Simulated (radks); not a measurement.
# Run report: Sn³⁺, atomic calculation

Sn³⁺ (Z = 50, 47 electrons) in the configuration [Kr] 4d10 5d1 (open shells shared over both j by 2j + 1). Computed at this level: Dirac Kohn-Sham, PBE, spin-unpolarised, spherical densities, point nucleus (the in-house radial solver radks).

### Summary

| quantity | value |
| --- | --- |
| outcome | converged |
| total energy | −6176.3327 hartree |
| kinetic energy | 6503.7004 hartree |
| electron–nucleus energy | −14935.5179 hartree |
| Hartree energy | 2419.7920 hartree |
| exchange–correlation energy | −164.307215 hartree |
| radius at density 0.001 e/bohr³ | 4.25 bohr |
| SCF iterations | 15 |
| hardware | 1 CPU thread, shared host |

### The input
```
Z 50
configuration [Kr] 4d10 5d1
relativity Dirac
functional pbe,pbe
spin unpolarised
j_filling average
nucleus point
c 137.035999084
```

Energies in input and log are in hartree, lengths in bohr.

### Output
```
1s1/2   1   2.0000       -1066.81203384
2s1/2   1   2.0000        -162.05173102
2p1/2   1   2.0000        -151.44821663
2p3/2   1   4.0000        -142.97183203
3s1/2   1   2.0000         -32.27297803
3p1/2   1   2.0000         -27.96629229
3p3/2   1   4.0000         -26.41841436
3d3/2   1   4.0000         -18.80895223
3d5/2   1   6.0000         -18.48947705
4s1/2   1   2.0000          -6.15143406
4p1/2   1   2.0000          -4.71898242
4p3/2   1   4.0000          -4.44025817
4d3/2   1   4.0000          -2.18943288
4d5/2   1   6.0000          -2.15000955
5d3/2   1   0.4000          -0.63971031
5d5/2   1   0.6000          -0.63592438
Etot -6176.3327435977835
Ekin 6503.70035098144
Encl -14935.517867911618
Eh 2419.7919880085046
Exc -164.3072146761105
err 3.2309431961160928e-09
it 15
```

### Orbitals

```
orbital  occupation  energy (eV)  ⟨r⟩ (bohr)  outer maximum (bohr)
     1s           2     −29029.4     0.02905                0.0188
     2s           2      −4409.7      0.1251                 0.106
  2p1/2           2      −4121.1      0.1058                0.0818
  2p3/2           4      −3890.5      0.1112                0.0863
     3s           2     −878.192      0.3391                 0.308
  3p1/2           2     −761.002      0.3299                 0.294
  3p3/2           4     −718.882      0.3411                 0.304
  3d3/2           4     −511.818      0.3125                 0.249
  3d5/2           6     −503.124      0.3161                 0.252
     4s           2     −167.389      0.8181                 0.746
  4p1/2           2     −128.410      0.8642                 0.772
  4p3/2           4     −120.826      0.8933                 0.797
  4d3/2           4      −59.578       1.066                 0.880
  4d5/2           6      −58.505       1.079                 0.889
  5d3/2         0.4      −17.407       3.396                  3.07
  5d5/2         0.6      −17.304       3.417                  3.09
```

### Slater integrals of the outer shells (hartree)

| integral | value |
| --- | --- |
| F0(5d5/2,5d5/2) | 0.2631 |
| F2(5d5/2,5d5/2) | 0.1429 |
| F4(5d5/2,5d5/2) | 0.0968 |
| F0(5d5/2,5d3/2) | 0.2640 |
| F2(5d5/2,5d3/2) | 0.1433 |
| F4(5d5/2,5d3/2) | 0.0971 |
| G0(5d5/2,5d3/2) | 0.2639 |
| G2(5d5/2,5d3/2) | 0.1433 |

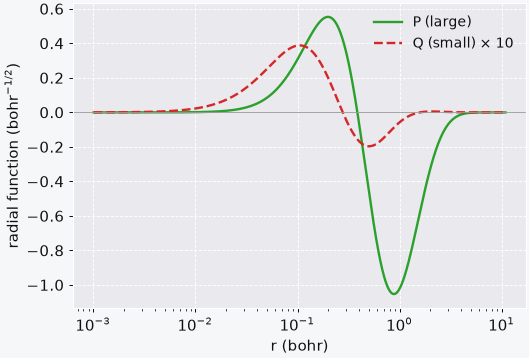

The large and small radial components of one occupied spinor. It is 4d3/2. The spinor has κ = 2: the large component has l = 2 and 1 radial node (r = 0.386 bohr), the small one has l = 1. The small component carries 0.033 % of the norm; ⟨r⟩ = 1.07 bohr and the eigenvalue is −59.6 eV. The nodes of P give n − l − 1 and its extent picks the shell; Q has as many nodes as P for κ < 0 and one more for κ > 0.

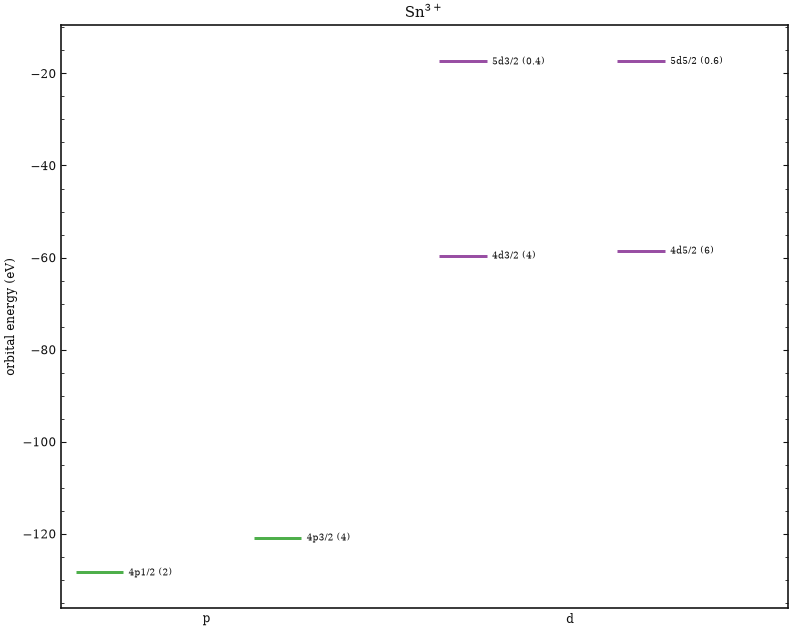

The outer levels are drawn by angular momentum (occupations in brackets, the lower j at the left of each column). The highest occupied level is 5d5/2 at −17.3 eV. The highest 4 occupied levels, from the top down, are 5d5/2 (−17.3 eV), 5d3/2 (−17.4 eV), 4d5/2 (−58.5 eV), 4d3/2 (−59.6 eV). Spin-orbit splittings: 5d 0.103 eV, 4d 1.07 eV, 4p 7.58 eV.

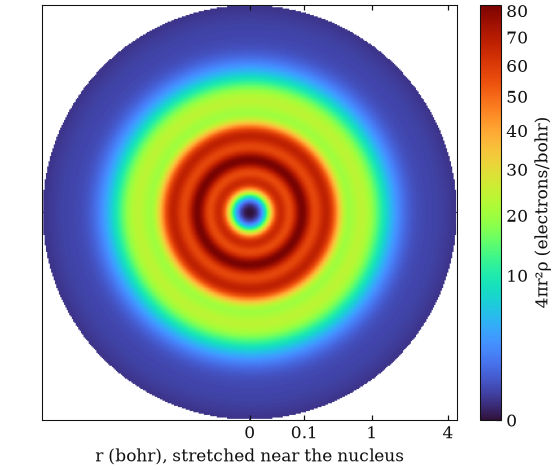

The radial density 4πr²ρ as a disc about the nucleus, with the radius drawn as r to the power 0.35. There are 4 maxima, at r = 0.0204, 0.0903, 0.264 and 0.783 bohr, parted by minima at 0.0403, 0.173 and 0.569 bohr, inside which lie 2.0, 11.2 and 28.9 electrons. The configuration has 5 principal shells, so not every shell has a maximum of its own.
